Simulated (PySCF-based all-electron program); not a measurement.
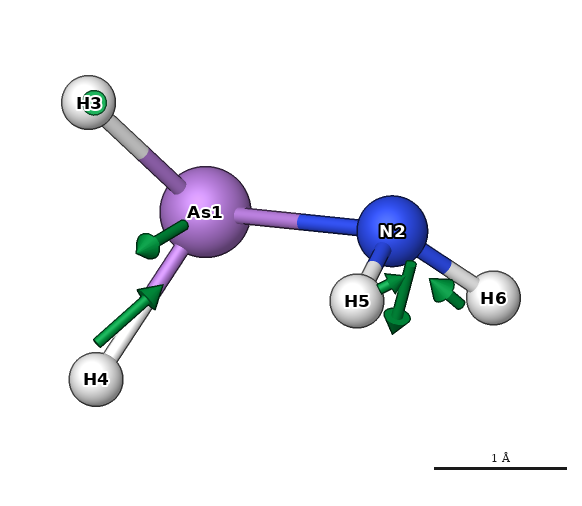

Arrows show the forces on the atoms, 10 Å of arrow for 1 eV/Å; forces under a tenth of the largest aren't drawn. Level of theory: PBE, all-electron, scalar-relativistic (Koelling-Harmon), large uncontracted Gaussian sets (PySCF-based all-electron program).

**Along which bond is the force strongest?**

As1–H4, now 1.555 Å: the forces pull its atoms together, so a first step downhill shortens it.

List the force components in the frame of the picture (x right, y up, z towards the viewer), in eV/Å.

```json
{"atom": "As1", "Fx": "−0.04", "Fy": "−0.02", "Fz": "0.06"}
{"atom": "N2", "Fx": "−0.01", "Fy": "−0.05", "Fz": "−0.04"}
{"atom": "H3", "Fx": "0.00", "Fy": "0.00", "Fz": "−0.03"}
{"atom": "H4", "Fx": "0.05", "Fy": "0.05", "Fz": "−0.01"}
{"atom": "H5", "Fx": "0.02", "Fy": "0.01", "Fz": "0.00"}
{"atom": "H6", "Fx": "−0.02", "Fy": "0.02", "Fz": "0.02"}
```
